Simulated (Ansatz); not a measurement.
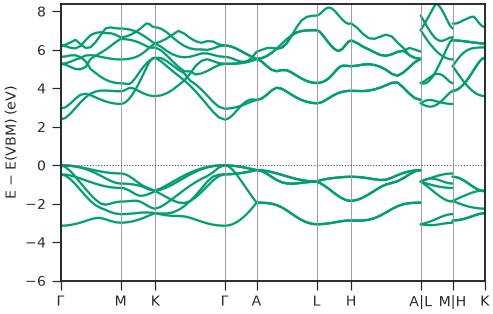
*Band structure from PBE (plane waves, PAW; program Ansatz)*

Problem. Read off the gap and where the band edges lie.

Solution. About 2.4 eV (2.37 eV by a search for the band edges); maximum at Γ, minimum at Γ.

The material is MgTe (wurtzite, space group No. 186).

Space group P6_3mc (wurtzite). The cell was relaxed with PBE under the symmetry of its start. Scalar-relativistic: spin–orbit coupling is off unless named, which matters more the heavier the elements.

Potentials: the later of the program's two PAW sets.
